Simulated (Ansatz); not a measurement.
# Gd (Gd, hcp): the cost of one run

Program: Ansatz 0.2.0. Level of theory: DFT PBE, plane waves with PAW, scalar-relativistic. These are calculated values, not measurements.

### Step 1. The system as given

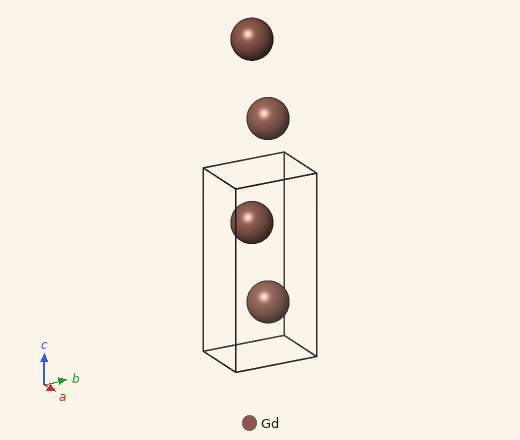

Start, viewed slightly off an axis; gadolinium brown. 1×1×2 cells are drawn. Any atoms on the faces are drawn again on the opposite ones.

Coordinates:

```cif
data_structure
_symmetry_space_group_name_H-M 'P 1'
_symmetry_Int_Tables_number 1
_cell_length_a 3.6483
_cell_length_b 3.6483
_cell_length_c 5.8327
_cell_angle_alpha 90.000
_cell_angle_beta 90.000
_cell_angle_gamma 120.000
_cell_volume 67.23
loop_
_atom_site_label
_atom_site_type_symbol
_atom_site_fract_x
_atom_site_fract_y
_atom_site_fract_z
_atom_site_occupancy
Gd1 Gd 0.33333 0.66667 0.25000 1
Gd2 Gd 0.66667 0.33333 0.75000 1
```

The atoms start with moments of +7.37 ×2 μB.

### Step 2. Width 0.01 eV

The run at 0.01 eV.

Contents of input.yaml:

```yaml
crystal:
  lattice:
    - [3.6483276435, 0.0, 0.0]
    - [-1.8241638217, 3.1595444206, 0.0]
    - [0.0, 0.0, 5.8327272018]
  atoms:
    - { symbol: Gd, position: [0.3333333333, 0.6666666667, 0.25], spin: 7.372 }
    - { symbol: Gd, position: [0.6666666667, 0.3333333333, 0.75], spin: 7.372 }
hamiltonian:
  xc: pbe
  pseudopotentials:
    kind: paw
    azcp:
      Gd: "pseudopotentials/Gd.paw.azcp"
basis:
  ecutwfc: 420
  fft_grid_basis: typed
kpoints:
  mp_grid: { grid: [10, 10, 6], shift: [0, 0, 0] }
magnetization:
  spin_polarized: true
scf:
  occupations: { method: cold, width: 0.01 }
  lower_state_search: "off"
output:
  stress: true
```

Started as:

```console
$ ansatz run input.yaml --threads 1 --pin off --max-ram 3584MiB --backend cpu --events-out ev --progress --plain --runs-dir out
```

Q: Estimate wall time and peak memory on 1 thread of Intel Xeon Platinum 8259CL at 2.50GHz (Skylake/Cascade Lake), shared host.

About 32 s, with a peak of 0.55 GiB.
